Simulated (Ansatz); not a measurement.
The parent structure is TiO$_{2}$ in the rutile structure (space group P4_2/mnm, No. 136; a = 4.591 Å, c = 2.939 Å).

One thing is altered: cell and atoms relaxed at a pressure of 30 GPa.

All numbers come from plane-wave PAW DFT at the PBEsol level (Ansatz, a first-principles code, 420 eV), no SOC.

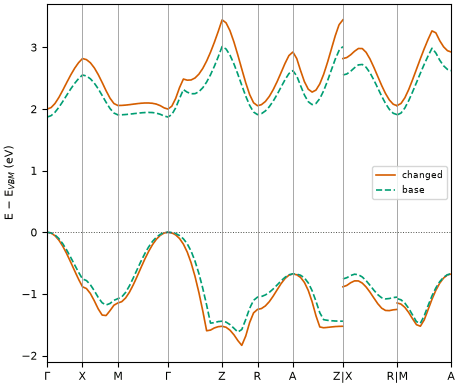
Figure: Highest valence and lowest conduction band along the path, each from its own valence-band maximum

The gap is 2.00 eV, direct at Γ; the base has 1.87 eV.

Load acts through the strain it causes; cell and atoms are relaxed under it. Stability against distortions was not tested. Competing high-pressure phases were not computed. All final runs are without spin polarisation.
